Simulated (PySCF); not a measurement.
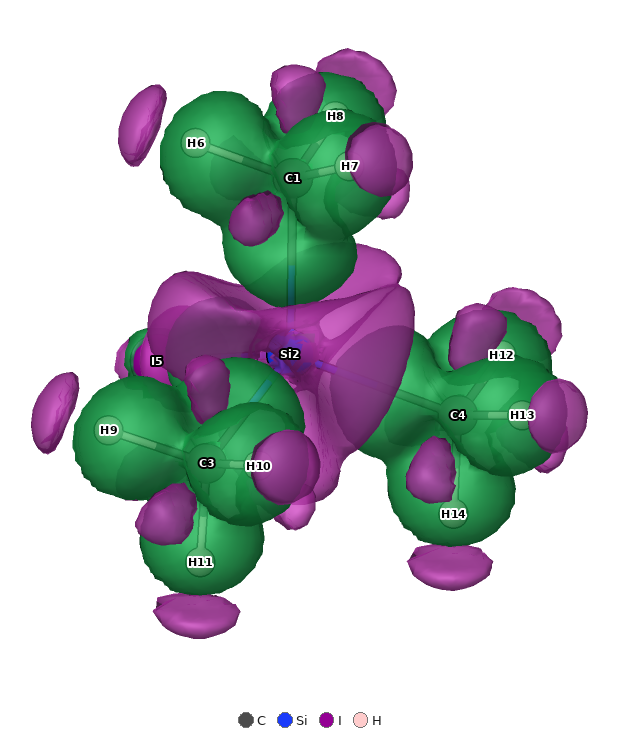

*C3H9ISi, SMILES `C[Si](C)(C)I`. Deformation density (molecule less spherical, spin-averaged free atoms at the same positions), surfaces at ±0.04 e/Å³; green: gain, purple: loss.*

Level of theory: PBE/def2-TZVP (PySCF), at a geometry from GFN2-xTB. Core potentials replace the inner electrons of I; spin–orbit coupling isn't included. No frequency check shows the geometry to be a minimum. GFN2-xTB bond lengths at metals and heavier atoms can be off by up to 0.1 Å and shapes distorted, which carries into these values.

Cartesian coordinates (Å):

```
C1       1.7823   -0.3243    1.7899
Si2      1.2448    0.0000    0.0000
C3       1.7823   -1.3880   -1.1758
C4       1.7824    1.7122   -0.6141
I5      -1.2555    0.0000    0.0000
H6       1.4064   -1.2795    2.1456
H7       2.8646   -0.3386    1.8803
H8       1.4068    0.4452    2.4578
H9       1.4061   -2.3516   -0.8436
H10      2.8646   -1.4591   -1.2334
H11      1.4064   -1.2184   -2.1809
H12      1.4065    2.4979    0.0353
H13      2.8646    1.7976   -0.6469
H14      1.4062    1.9063   -1.6147
```

**Describe the bonding that the map shows.**

C1–H8, C3–H11, C4–H12, C1–H6 and 2 more like them: +0.65 e/Å³ at the bond critical point (bond length 1.09 Å, Mayer order 0.9). C3–H10, C4–H13 and C1–H7: +0.64 e/Å³ at the bond critical point (bond length 1.09 Å, Mayer order 0.9). C1–Si2, Si2–C4 and Si2–C3: +0.19 e/Å³ at the bond critical point (bond length 1.90 Å, Mayer order 1.0). Si2–I5: +0.06 e/Å³ at the bond critical point (bond length 2.50 Å, Mayer order 1.1). In all, 2.8 electrons gather in the regions of gain relative to the promolecule. A small or negative value marks a very polar bond, one between electron-rich atoms, whose free-atom densities already overlap strongly, a long bond to a heavier atom, or a closed-shell contact such as a hydrogen bond.

**Where do the Hirshfeld charges lie?**

The highest Hirshfeld charge is on Si2 (+0.35 e), the lowest on C1, C3 and C4 (−0.20 e).

```tsv
atom	charge (e)
C1	−0.20
Si2	+0.35
C3	−0.20
C4	−0.20
I5	−0.14
H6	+0.04
H7	+0.04
H8	+0.04
H9	+0.04
H10	+0.04
H11	+0.04
H12	+0.04
H13	+0.04
H14	+0.04
```
